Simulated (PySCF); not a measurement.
## A study: H2Te, SMILES `[TeH2]`

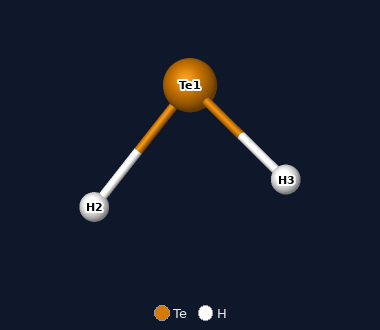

The molecule, with its atoms numbered as below. No frequency check shows the geometry to be a minimum.

Geometry (Å), atoms numbered from 1:

```
Te1     -0.0438   -0.0000    0.0000
H2       1.1395   -1.1372    0.0000
H3       1.1371    1.1395    0.0000
```

## 1. Bonding charge

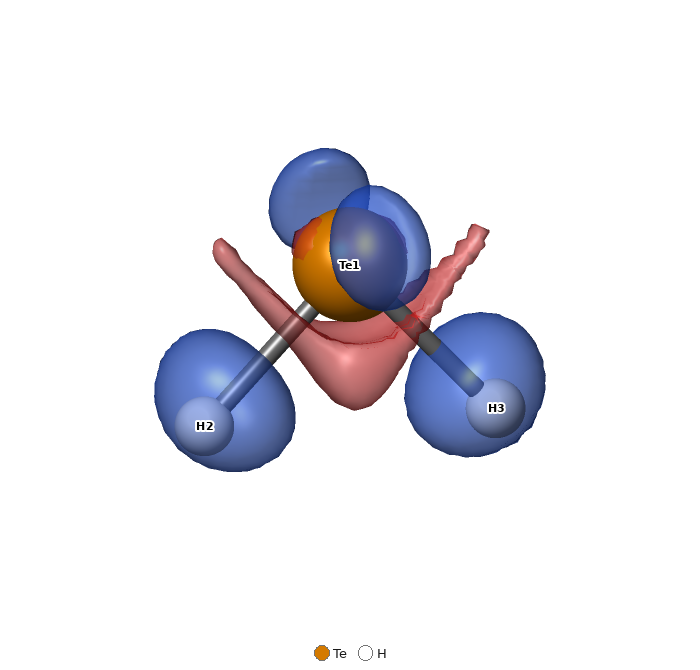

Deformation density (molecule less spherical, spin-averaged free atoms at the same positions), surfaces at ±0.08 e/Å³; blue: gain, red: loss.

Level of theory: PBE0/def2-SVPD (PySCF), at a geometry from GFN2-xTB. Core potentials replace the inner electrons of Te; spin–orbit coupling isn't included.

**Describe the bonding that the map shows.**

Te1–H3 and Te1–H2: +0.16 e/Å³ at the bond critical point (bond length 1.64 Å). In all, 0.7 electrons gather in the regions of gain relative to the promolecule.

**Where do the Hirshfeld charges lie?**

The highest Hirshfeld charge is on Te1 (+0.02 e), the lowest on H2 and H3 (−0.01 e).

## 2. Bond critical points

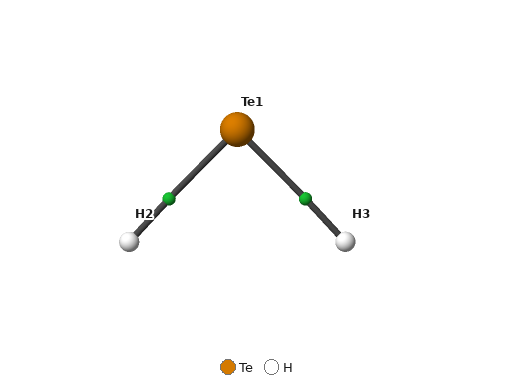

Molecular graph of the electron density (QTAIM): bond paths, bond critical points (green), ring points (magenta, if any); weak paths are dashed.

**How many critical points of each kind are there, and does the count close?**

3 nuclei, 2 bond, 0 ring and 0 cage critical points: 3 − 2 + 0 − 0 = 1, as the Poincaré–Hopf relation requires.

**What does the calculation give at each kind of bond critical point?**

| bond | length (Å) | ρ (a.u.) | ∇²ρ (a.u.) | ε | H (a.u.) |
| --- | --- | --- | --- | --- | --- |
| Te1–H3 (2 alike) | 1.641 | 0.134 | +0.04 | 0.11 | −0.076 |

**What kind of interaction is Te1–H3?**

Polar or intermediate (positive Laplacian, negative energy density H): ρ = 0.134, ∇²ρ = +0.04, H = −0.076 a.u.

## 3. Electrostatic potential

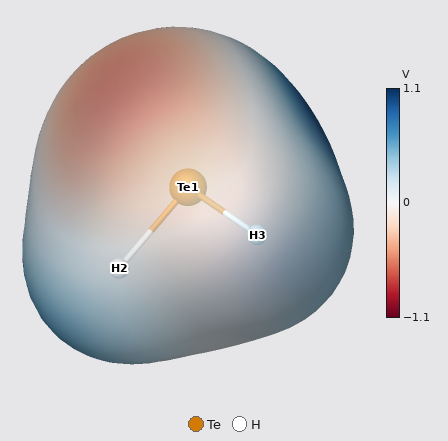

Electrostatic potential on the surface of electron density 0.001 a.u.

**Where are the extremes of the potential on the surface?**

Highest: 1.00 V, off the Te1–H3 bond (2.2 Å from its atoms), and at like points elsewhere. Further maxima include 0.62 V, 1.4 Å from H2, and at like points elsewhere. Lowest: −0.63 V, 2.6 Å from Te1, and at like points elsewhere. The surface is sampled at points, so like sites can differ by a few per cent and only the strongest of them is named.

**What volume does the surface enclose, and what is the dipole moment?**

About 68 Å³; the dipole moment is 0.2 D.

## 4. Excited states

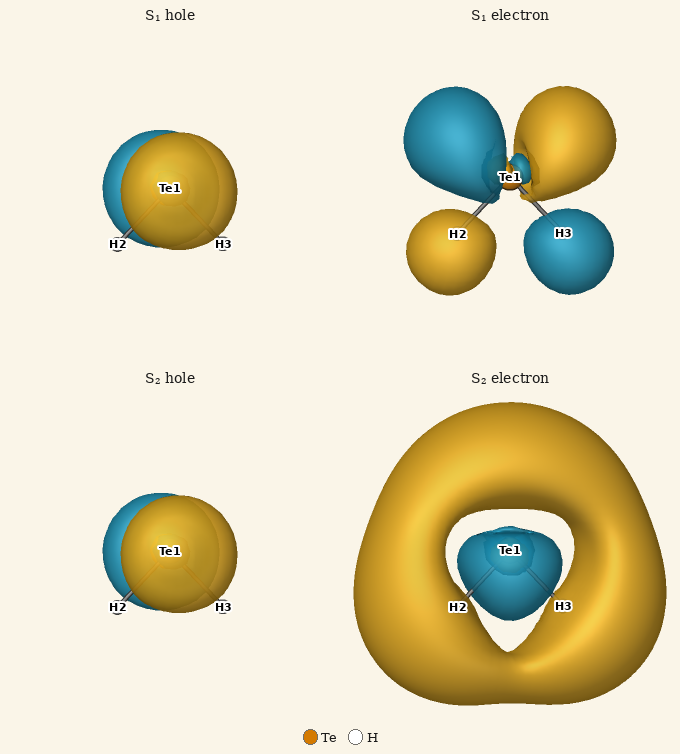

Leading natural transition orbitals (TDA singlet states).

Computed with PySCF, B3LYP/def2-SVPD, geometry: GFN2-xTB. Core potentials replace the inner electrons of Te; spin–orbit coupling isn't included.

**Describe these excited states.**

By state:
- S₁: 4.13 eV (300 nm), f = 0.000 (dark), partly diffuse acceptor orbital; the leading pair carries 100 %; hole on Te1 (93 %), electron on Te1 (71 %) and H2 and H3 (14 % each) (atom shares of so diffuse an orbital are rough); their centroids lie 0.0 Å apart.
- S₂: 4.86 eV (255 nm), f = 0.051, diffuse (Rydberg-like) orbital; the leading pair carries 100 %; hole on Te1 (93 %), electron on Te1 (65 %) and H2 and H3 (17 % each) (atom shares of so diffuse an orbital are rough); their centroids lie 0.3 Å apart.

## 5. In an electric field

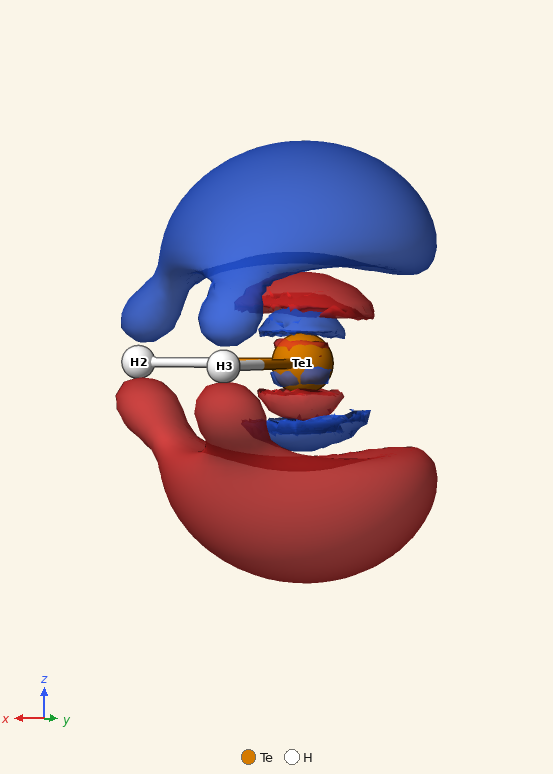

Change of the electron density in a uniform field of 0.51 V/Å, surfaces at ±0.004 e/Å³ (blue: gain, red: loss).

Computed with PySCF, B3LYP/def2-TZVP, geometry: GFN2-xTB. Core potentials replace the inner electrons of Te; spin–orbit coupling isn't included. A basis without diffuse functions makes polarisabilities too small.

The field was applied in both directions; the picture shows the one opposite to the script's first.

**Along which Cartesian direction does the field point?**

Along −z: electrons gather on the +z side, against the field.

**What dipole is induced, and what polarisability does it imply?**

The induced dipole is 0.75 D (along the field); α along this axis, from the fields in both directions, is 30 bohr³ (4.4 Å³).

## 6. Removing or adding an electron

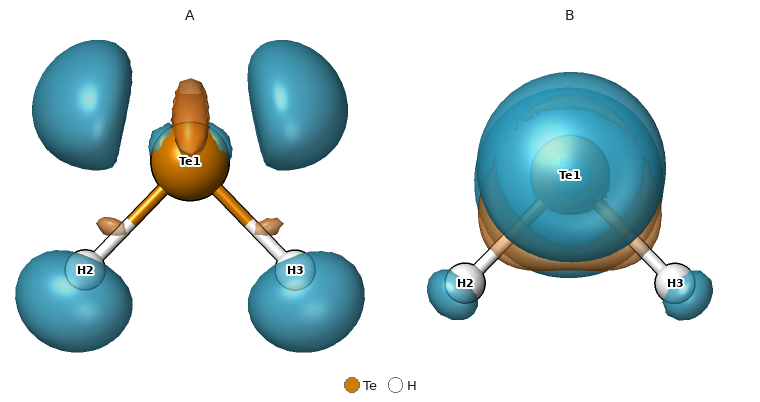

The two Fukui functions at ±0.04 e/Å³ (light blue positive, orange negative).

Computed with PySCF, PBE0/def2-SVP, geometry: GFN2-xTB. Core potentials replace the inner electrons of Te; spin–orbit coupling isn't included.

**Which panel is f⁻ (electron removed) and which f⁺ (electron added)?**

A is f⁺, B is f⁻. f⁻ (Hirshfeld-condensed) is largest on Te1 (0.81); the vertical ionisation energy is 8.96 eV. f⁺ (Hirshfeld-condensed) is largest on Te1 (0.65); the vertical electron affinity is −1.57 eV (the stability of the anion's solution wasn't checked; negative, but this basis has no diffuse functions, so it doesn't show that the anion is unbound).

**What chemical potential and hardness follow from the two energies?**

μ = −(I + A)/2 = −3.70 eV and η = I − A = 10.53 eV.
